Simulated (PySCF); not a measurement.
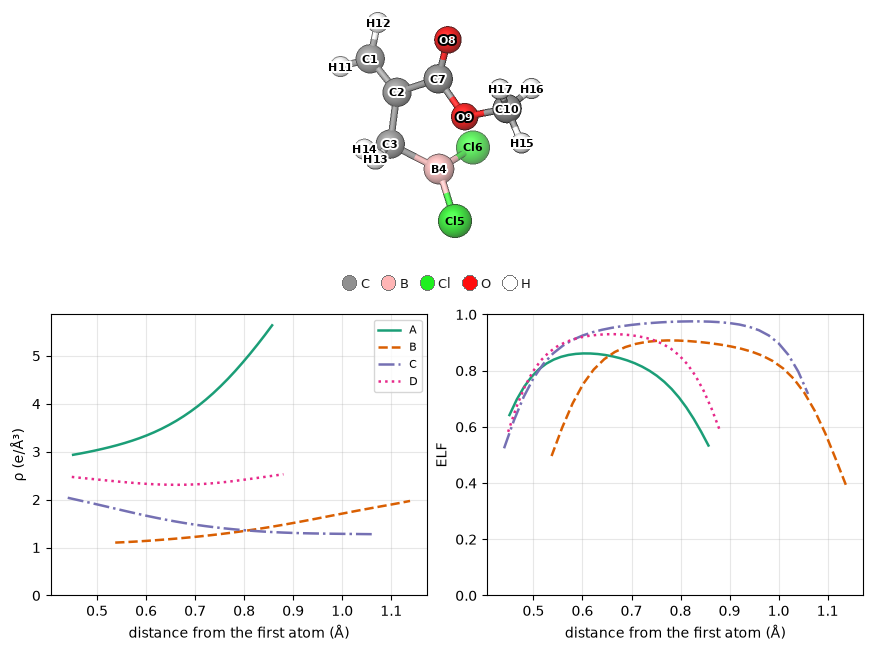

Figure 1: C$_{5}$H$_{7}$BCl$_{2}$O$_{2}$ (SMILES C=C(CB(Cl)Cl)C(=O)OC). Total electron density and ELF along straight lines between neighbouring atoms. The curves leave out the atomic cores. The structure is drawn too.

Geometry: GFN2-xTB.

Theory: PBE0/pcSseg-1, SCF density, gas phase, non-relativistic in PySCF.

```xyz
17

C    -1.0325    2.2246   -0.6549
C    -0.6893    1.0527   -0.1320
C    -1.6514   -0.0177    0.3103
B    -1.1881   -1.4536   -0.2228
Cl   -1.2057   -2.8348    0.7991
Cl   -0.8537   -1.6740   -1.9016
C     0.7514    0.7217    0.0086
O     1.6731    1.4679   -0.1922
O     0.9120   -0.5624    0.3894
C     2.2437   -1.0491    0.4771
H    -2.0603    2.5063   -0.8039
H    -0.2738    2.9306   -0.9478
H    -1.6947   -0.0161    1.4026
H    -2.6495    0.2433   -0.0481
H     2.1734   -2.0520    0.8909
H     2.7038   -1.0733   -0.5128
H     2.8347   -0.4022    1.1282
```

Which curve belongs to which contact (B–Cl, C–B, C–C and C–O)? The first atom named is at distance zero.

Answer. Curve A: C–O (1.20 Å): ρ at the midpoint is about 3.3 e/Å³; the ELF peaks at about 0.85 between the atoms (a multiple bond). Curve B: B–Cl (1.72 Å): ρ at the midpoint is about 1.4 e/Å³; the ELF peaks at about 0.90 between the atoms (a shared but strongly polarised pair). Curve C: C–B (1.60 Å): ρ is about 1.4 e/Å³ halfway; the ELF peaks at about 1 between the atoms: localised, covalent bonding. Curve D: C–C (1.33 Å): ρ at the midpoint is about 2.3 e/Å³; the ELF peaks at about 0.95 between the atoms (a multiple bond).
